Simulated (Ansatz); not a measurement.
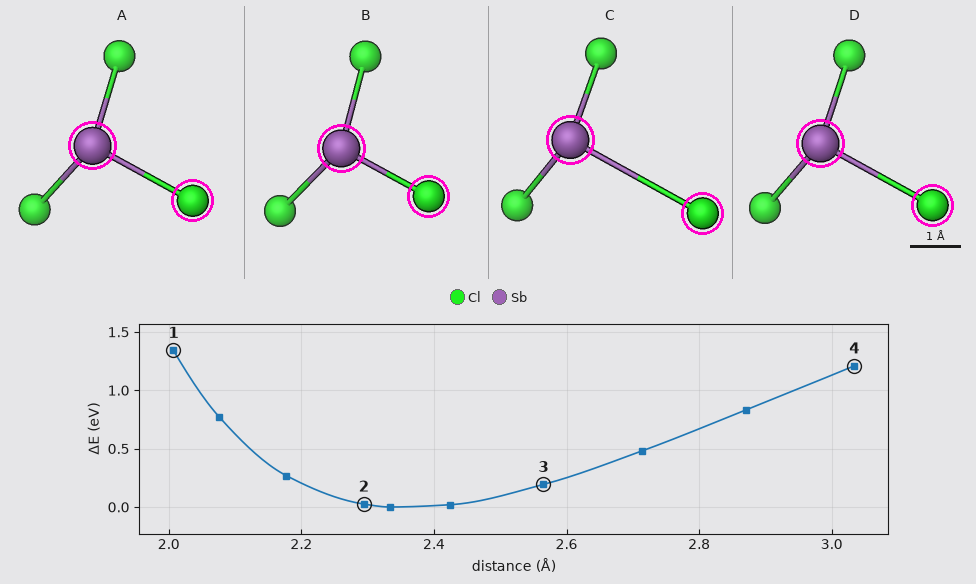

A scan of SbCl₃: one Sb–Cl bond length is varied, with all other coordinates relaxed. The frames are shuffled; the numbered points of the plot belong to them. Style: ball-and-stick. Shown at a tilt. The ringed atoms are those of the scanned coordinate.

Computed with Ansatz: B3LYP-D4, basis def2-TZVPP, on geometries relaxed under the constraint at PBE0-D4/def2-TZVP. Elements past krypton carry the basis set's effective core potentials. Energies are counted from the PBE0-D4/def2-TZVP minimum geometry at the same level.

### Match the frames to the points.

Point 1 is frame B (the distance 2.007 Å, 1.342 eV); 2 is frame A (the distance 2.294 Å, 0.025 eV); 3 is frame D (the distance 2.565 Å, 0.193 eV); 4 is frame C (the distance 3.034 Å, 1.209 eV). The lowest computed point lies at the distance 2.334 Å (0.000 eV). The curvature at the lowest point is about 15 eV/Å² (2.3 mdyn/Å). The well is steeper on the short side, as for any bond.
